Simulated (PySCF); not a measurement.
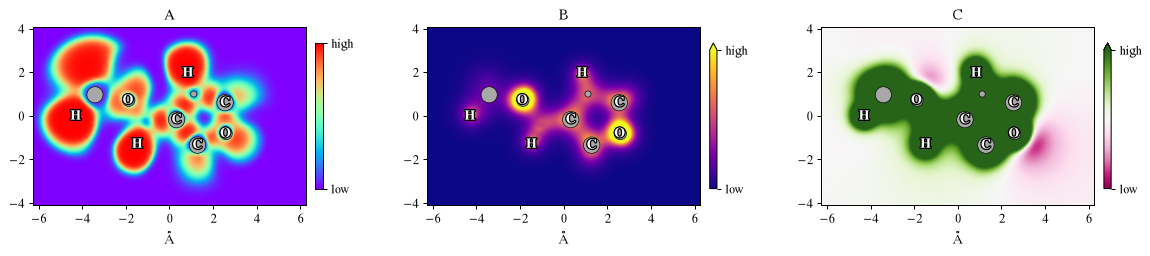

C₅H₁₁O₂Si (SMILES [SiH2]OC[C@H]1CCOC1) (doublet): 3 fields on the plane of atoms C6, O7 and C8, with unlabelled colour scales. Grey discs cover the atomic cores.

Geometry: GFN2-xTB.

All numbers below come from UKS B3LYP, pcH-1 on C H O Si, non-relativistic, mean-field spin-orbit, GIAO (PySCF 2.14.0, density-fitted response routines).

```yaml
atoms:
  - { symbol: Si, position_ang: [3.4797, 0.9658, -0.2551] }
  - { symbol: O, position_ang: [1.8874, 0.8508, 0.0205] }
  - { symbol: C, position_ang: [1.1424, -0.2868, 0.3682] }
  - { symbol: C, position_ang: [-0.3184, 0.1014, 0.5386] }
  - { symbol: C, position_ang: [-1.0034, 0.5339, -0.7601] }
  - { symbol: C, position_ang: [-2.4727, 0.2721, -0.4377] }
  - { symbol: O, position_ang: [-2.5061, -0.8208, 0.4692] }
  - { symbol: C, position_ang: [-1.2088, -1.0665, 0.9782] }
  - { symbol: H, position_ang: [3.9048, 0.1631, -1.3948] }
  - { symbol: H, position_ang: [4.2700, 0.6961, 0.9390] }
  - { symbol: H, position_ang: [1.2439, -1.0498, -0.4144] }
  - { symbol: H, position_ang: [1.5271, -0.7087, 1.3056] }
  - { symbol: H, position_ang: [-0.3769, 0.9135, 1.2692] }
  - { symbol: H, position_ang: [-0.8087, 1.5723, -1.0157] }
  - { symbol: H, position_ang: [-0.6726, -0.1026, -1.5825] }
  - { symbol: H, position_ang: [-3.0654, 0.0060, -1.3168] }
  - { symbol: H, position_ang: [-2.9307, 1.1482, 0.0423] }
  - { symbol: H, position_ang: [-0.8309, -2.0121, 0.5615] }
  - { symbol: H, position_ang: [-1.2706, -1.1667, 2.0656] }
```

> Match the panels to the quantities (electron density, electron localisation function and electrostatic potential).

Panel A: electron localisation function. Panel B: electron density. Panel C: electrostatic potential (strongly positive close to the atoms, with negative regions outside electron-rich atoms). From the grid: C–O (1.42 Å): the density is about 2.1 e/Å³ at the midpoint; the ELF peaks at about 0.90 between the atoms (a shared but strongly polarised pair). C–C (1.53 Å): the density is about 1.6 e/Å³ at the midpoint; the ELF peaks at about 0.95 between the atoms; localised, covalent bonding.
